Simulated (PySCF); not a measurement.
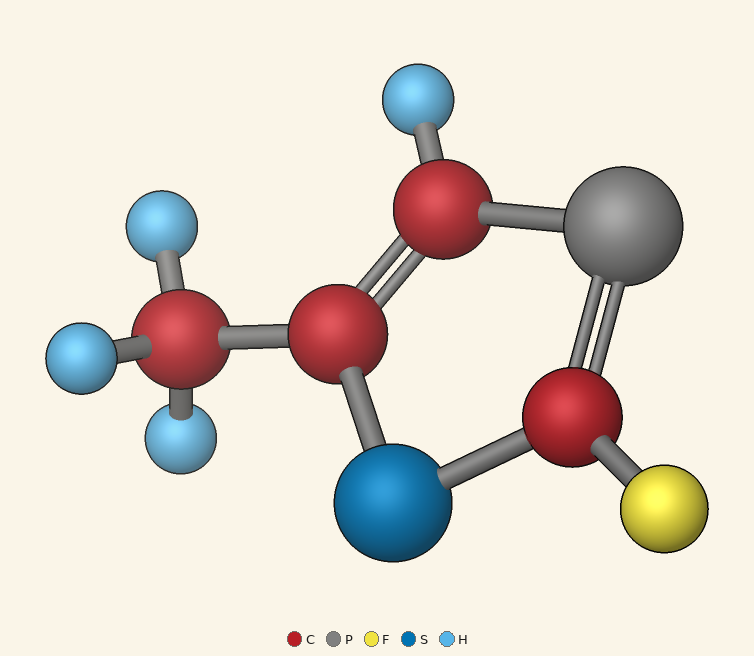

The geometry was computed by an optimisation with GFN2-xTB. No frequency run is at hand to confirm it as a minimum.

Give the structural formula.

SMILES: Cc1cpc(F)s1

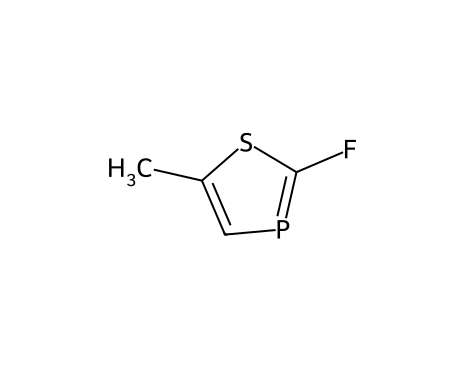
